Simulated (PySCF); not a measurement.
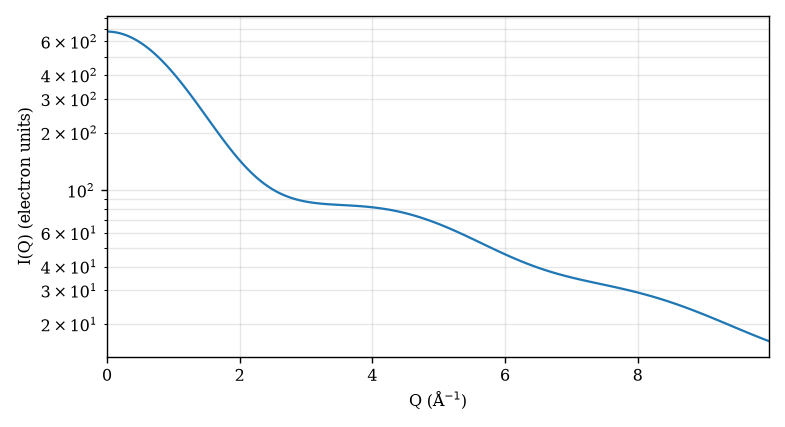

Elastic X-ray scattering of a randomly oriented, rigid molecule, calculated with the Debye equation from neutral-atom form factors (independent atoms, no Compton part, no vibration). The geometry is the end point of an optimisation (PBE0-D3(BJ)/def2-SVP geometry optimisation, gas phase in PySCF); it may be a saddle point or a higher isomer. It contains O, Si, H.

How many electrons does the independent-atom model of the molecule hold?

Answer. I(0) is the square of the electron number: I(0) = 676, so about 26 electrons, the count of H4OSi.

What radius of gyration does the initial fall-off give?

Answer. From I(Q) ≈ I(0) exp(−Q²R²/3) at small Q, R ≈ 1.26 Å. It is larger than the electron-weighted radius of the nuclear positions alone (1.01 Å), because each atom's electron cloud adds to it.
